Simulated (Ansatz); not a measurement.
## SnSe2, response to strain

Take SnSe₂ in the CdI2 type structure (space group P-3m1, No. 164; a = 3.8402 Å, c = 6.0066 Å; layered, stacked along the Cartesian z axis) as the base. Axes: x lies along a and z along c of the hexagonal cell.

Strains are applied to the cell and any free atomic positions relax.

Calculations: DFT with PBE-D3(BJ), PAW potentials and a 420 eV plane-wave cutoff in Ansatz (a first-principles code), no spin-orbit coupling.

Notes on the quantities. energy relative to the base: free energy F.

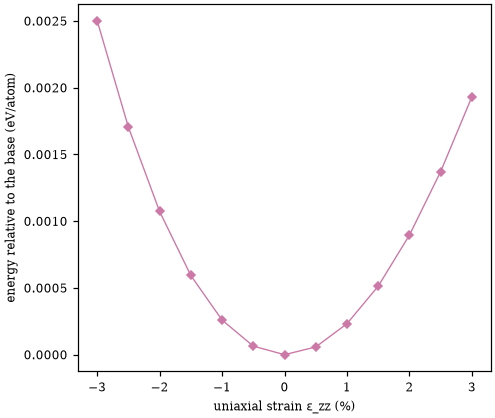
Figure. Energy relative to the base against uniaxial strain ε_zz

```json
[
 {"uniaxial strain ε_zz (%)": "-3", "energy relative to the base": "+2.5 meV/atom"},
 {"uniaxial strain ε_zz (%)": "-2.5", "energy relative to the base": "+1.7 meV/atom"},
 {"uniaxial strain ε_zz (%)": "-2", "energy relative to the base": "+1.1 meV/atom"},
 {"uniaxial strain ε_zz (%)": "-1.5", "energy relative to the base": "+0.6 meV/atom"},
 {"uniaxial strain ε_zz (%)": "-1", "energy relative to the base": "+0.3 meV/atom"},
 {"uniaxial strain ε_zz (%)": "-0.5", "energy relative to the base": "+0.1 meV/atom"},
 {"uniaxial strain ε_zz (%)": "0.5", "energy relative to the base": "+0.1 meV/atom"},
 {"uniaxial strain ε_zz (%)": "1", "energy relative to the base": "+0.2 meV/atom"},
 {"uniaxial strain ε_zz (%)": "1.5", "energy relative to the base": "+0.5 meV/atom"},
 {"uniaxial strain ε_zz (%)": "2", "energy relative to the base": "+0.9 meV/atom"},
 {"uniaxial strain ε_zz (%)": "2.5", "energy relative to the base": "+1.4 meV/atom"},
 {"uniaxial strain ε_zz (%)": "3", "energy relative to the base": "+1.9 meV/atom"}
]
```

No phonon test of stability was made.
